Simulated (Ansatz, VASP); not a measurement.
# Ge (Germanium) in two plane-wave programs, part 2 of 2

Aim: how closely do two programs agree when they are given the same cell, functional and k mesh?

VASP 6.6.1 and Ansatz 0.2.0.

So far. Step 2 (VASP: band structure, r2SCAN): The run ends at a pressure of 0.24 GPa.

**4. Comparison**

Known differences besides the PAW data sets themselves: VASP keeps PBE cores, Ansatz makes them for the functional; the cutoff is 500 eV in Ansatz and 400 eV in VASP. Total energies have different zeros and are not compared.

Compared:

```
                     quantity  Ansatz   VASP  difference
gap over the path points (eV)   0.446  0.428      +0.018
```

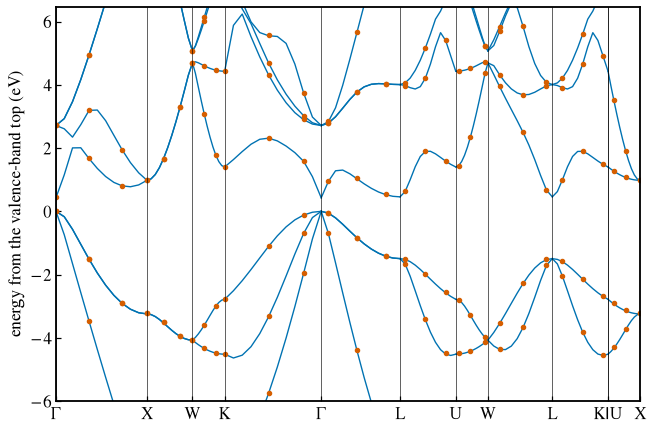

Bands from VASP (lines) and levels from Ansatz (dots). Dots without a line are higher empty bands that the VASP plot leaves out.

Levels at points of the path, from each program's valence-band top (eV; 3 filled, then empty):

```
k (reciprocal lattice)                             Ansatz                               VASP
     0.000 0.000 0.000      0.00 0.00 0.00 0.45 2.73 2.73      0.00 0.00 0.00 0.43 2.71 2.71
     0.182 0.000 0.182   -3.47 -1.50 -1.50 1.67 3.21 4.95   -3.47 -1.51 -1.51 1.67 3.19 4.95
     0.364 0.000 0.364   -6.92 -2.89 -2.89 0.81 1.94 8.34   -6.93 -2.91 -2.91 0.81 1.94 8.34
     0.500 0.000 0.500  -9.21 -3.22 -3.22 0.98 0.98 10.13  -9.22 -3.24 -3.24 0.98 0.98 10.10
     0.500 0.091 0.591   -9.18 -3.51 -3.51 1.67 1.67 8.95   -9.20 -3.53 -3.53 1.67 1.67 8.94
     0.500 0.182 0.682   -9.12 -3.94 -3.94 3.30 3.30 6.63   -9.14 -3.95 -3.95 3.30 3.30 6.63
     0.500 0.250 0.750   -9.11 -4.05 -4.05 4.70 4.70 5.06   -9.12 -4.07 -4.07 4.69 4.69 5.07
     0.455 0.295 0.750   -8.77 -4.31 -3.58 3.08 4.60 6.01   -8.79 -4.33 -3.60 3.08 4.60 6.01
     0.409 0.341 0.750   -8.62 -4.46 -2.98 1.77 4.46 7.20   -8.63 -4.48 -2.99 1.77 4.46 7.20
     0.375 0.375 0.750   -8.59 -4.50 -2.76 1.40 4.43 7.74   -8.60 -4.52 -2.78 1.40 4.43 7.72
```

Among the levels compared (up to four filled and three empty ones at each point), filled levels agree within 19 meV and empty ones within 22 meV.

**5. VASP: single point, r2SCAN**

A single point gives forces, pressure and levels at one fixed geometry, so differences don't come from the geometry; what else differs is listed under the comparison. The cell compared in this pair holds 46.64 Å³, against 45.28 Å³ for the pair before.

The input, INCAR:

```
SYSTEM = Ge
PREC = Accurate
ENCUT = 400
EDIFF = 1E-08
NELM = 100
ISMEAR = 0
SIGMA = 0.01
LREAL = .FALSE.
ALGO = Normal
METAGGA = R2SCAN
LASPH = .TRUE.
NBANDS = 20
LORBIT = 11
LWAVE = .TRUE.
LCHARG = .FALSE.
KPAR = 8
```

The input, POSCAR:

```
Ge
1.0
    0.0000000000      2.8569208316      2.8569208316
    2.8569208316      0.0000000000      2.8569208316
    2.8569208316      2.8569208316      0.0000000000
Ge
2
Direct
    0.7500000000      0.7500000000      0.7500000000
    0.5000000000      0.5000000000      0.5000000000
```

The input, KPOINTS:

```
Automatic mesh
0
Gamma
6 6 6
0 0 0
```

PAW data sets: Ge_d_GW (PBE family, release 64).

The run is started by

```bash
> mpirun -np 8 vasp_std
```

Numbers of over 12 decimals in the logs are rounded to 6 here.

What it wrote:

```text
[banner, memory and clock lines left out]
running    8 mpi-ranks, on    1 nodes
[...]
[... a notice as in an earlier step ...]

 [... a notice as in an earlier step ...]

 LDA part: xc-table for (None), standard interpolation
 POSCAR, INCAR and KPOINTS ok, starting setup
[...]
entering main loop
       N       E                     dE             d eps       ncg     rms          rms(c)
DAV:   1     0.211877068682E+03    0.21188E+03   -0.14223E+04   652   0.288E+03
DAV:   2     0.811867843503E+01   -0.20376E+03   -0.20040E+03   648   0.563E+02
DAV:   3    -0.285354595150E+02   -0.36654E+02   -0.36492E+02   740   0.176E+02
DAV:   4    -0.306493013490E+02   -0.21138E+01   -0.21129E+01   732   0.575E+01
[...]
DAV:  17    -0.277087078370E+02    0.10396E-07   -0.17488E-09   416   0.766E-04    0.471E-05
DAV:  18    -0.277087078735E+02   -0.36483E-07   -0.42190E-10   416   0.231E-04    0.140E-05
DAV:  19    -0.277087078752E+02   -0.16671E-08   -0.11123E-10   408   0.217E-04
   1 F= -.27708708E+02 E0= -.27708708E+02  d E =-.772210E-17
 writing wavefunctions
```

Parts of OUTCAR (step 5):

```text
  Total       -0.5291846     -0.5291846     -0.5291846     -0.0000000      0.0000000     -0.0000000
  in kB      -18.1799709    -18.1799709    -18.1799709     -0.0000000      0.0000000     -0.0000000
  external PRESSURE =     -18.1799709 kB  Pullay stress =       0.0000000 kB

 POSITION                                       TOTAL-FORCE (eV/Angst)
 -----------------------------------------------------------------------------------
      4.28538      4.28538      4.28538        -0.000000     -0.000000     -0.000000
      2.85692      2.85692      2.85692         0.000000      0.000000      0.000000
 -----------------------------------------------------------------------------------
    total drift:                                0.000000      0.000000      0.000000

  FREE ENERGIE OF THE ION-ELECTRON SYSTEM (eV)
  ---------------------------------------------------
  free  energy   TOTEN  =       -27.7087078752 eV

  energy  without entropy=      -27.7087078752  energy(sigma->0) =      -27.70870788

[... 1 part as in an earlier step ...]

[... 2 further parts left out ...]
[key lines of the parts left out:]
E-fermi :   2.5786
```

The run ends at a pressure of -1.82 GPa.

**6. Ansatz: single point, r2SCAN**

The same cell, functional, mesh and smearing now go to Ansatz, which takes its cutoff from its data sets.

The input, input.yaml:

```yaml
crystal:
  lattice:
    - [0.0, 2.8569208316, 2.8569208316]
    - [2.8569208316, 0.0, 2.8569208316]
    - [2.8569208316, 2.8569208316, 0.0]
  atoms:
    - { symbol: Ge, position: [0.75, 0.75, 0.75] }
    - { symbol: Ge, position: [0.5, 0.5, 0.5] }
hamiltonian:
  xc: r2scan
  pseudopotentials: { kind: paw }
kpoints:
  mp_grid: { grid: [6, 6, 6] }
scf:
  occupations: { method: gaussian, width: 0.01 }
  n_extra_bands: 4
output:
  forces: true
  stress: true
  eigenvalues: true
  write_density: true
  write_potential: true
  elf: true
  volumetric_format: npy
```

The run is started by

```bash
> ansatz run input.yaml --threads 2 --pin off --max-ram 4608MiB --backend cpu --events-out ev --progress --plain --runs-dir out
```

What it wrote:

```text
[...]
Crystal: 2 atoms, lattice volume = 46.636 Å³
Basis set: ecut = 500 eV, 1243 PW (Γ), exchange–correlation on 120×120×120 points (64 copies of the dense FFT grid, shifted against one another)
Bands: 18, of which v1, the nominal top of the filled ones, is band 14 counted from 1 (13 counted from 0)
Symmetry: 48 space group operations
[...]
k-points: 16 of 216
[...]
--- Band table (eV; the first three rows and the last of 16) ---
  k-point 0: bands = [... 10 lower, -5.0725, 7.9968, 7.9968, 7.9968, 8.1564, 10.7088, 10.7088, 10.7088]
  k-point 1: bands = [... 10 lower, -4.7290, 4.7952, 7.4687, 7.4687, 9.1162, 11.4154, 11.4154, 12.3900]
  k-point 2: bands = [... 10 lower, -3.7794, 1.8081, 6.8072, 6.8072, 8.5877, 11.9941, 11.9941, 15.3922]
  k-point 15: bands = [... 10 lower, -1.0293, -1.0293, 4.2530, 4.2530, 10.9549, 10.9549, 14.8932, 14.8932]
[key lines of the parts left out:]
SCF converged after 6 iterations
Free energy (F): -8605.769791 eV
Fermi energy:    8.076965 eV
P = ⅓ Tr σ = -1.5238 GPa (-15.238 kbar)
```

Elapsed: 1.4 s, on 2 threads of AMD EPYC 7B13 (Zen 3), shared host; peak memory 0.47 GiB; 2.4 s of CPU time.

The run ends at a pressure of -1.52 GPa.

**7. Side by side**

Both answers:

```
              quantity  Ansatz   VASP  difference
gap on the k mesh (eV)   0.160  0.145      +0.014
```

**8. Summary of results**

```
difference in gap over the path points (band structure, r2SCAN) : 0.018 eV
difference in gap on the k mesh (single point, r2SCAN)          : 0.014 eV
```

**Reading.** The difference in gap over the path points is 0.018 eV (band structure, r2SCAN), within the 0.08 eV picked in this series as the mark of a large difference. How closely two codes agree says nothing of how well the functional describes the real material.

[Lines on the potential files, build, host, timing and source positions are cut from VASP's logs without a mark.]

[Logs are printed without paths, hosts, clocks, repeated set-up lines and the standing remarks that a program may print on its own settings, such as how far it seeks lower states.]

[Hosts, paths, dates, database ids (printed as entryN), source tags and the programs' standing remarks are cut or masked in the printed files.]
